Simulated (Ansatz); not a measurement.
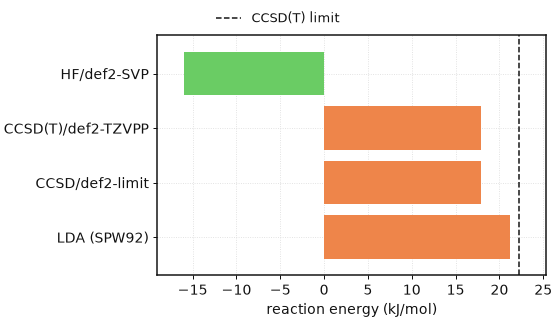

Electronic reaction energy of GaGeH₅O ([OH][GaH][GeH3]) + H₂ ([H][H]) → GaH₃O ([OH][GaH2]) + GeH₄ ([GeH4]) (SMILES in brackets) at several levels (functionals in def2-TZVPP unless a basis is named), isolated molecules at PBE0-D4 triple-zeta geometries, minima by their frequencies, no zero-point or thermal terms, the Ansatz code. The line is frozen-core CCSD(T) at the basis limit (MP2 extrapolated from triple and quadruple zeta, plus CCSD(T) less MP2 in a smaller set). The distance of HF/def2-SVP and CCSD(T)/def2-TZVPP to the limit includes basis error. The limit lies 4.4 kJ/mol from CCSD(T)/def2-TZVPP, so the line itself is uncertain by a part of that.

Which level comes closest to the line (CCSD(T) limit), and which misses most?

Closest LDA (SPW92) (21.2 kJ/mol), against 22.3 kJ/mol; farthest HF/def2-SVP (−16.0 kJ/mol).

What do zero-point energy and temperature add?

Zero-point change 7.6 kJ/mol; at 298.15 K and 1 bar the CCSD(T) limit plus thermal terms gives an enthalpy of reaction of 24.4 and a free energy of 23.8 kJ/mol (harmonic PBE0-D4 modes, ideal gas).

Known limits of this run: no scalar relativity up to krypton; outer-core shells are correlated without core-valence functions, which makes the correlated values less sure.
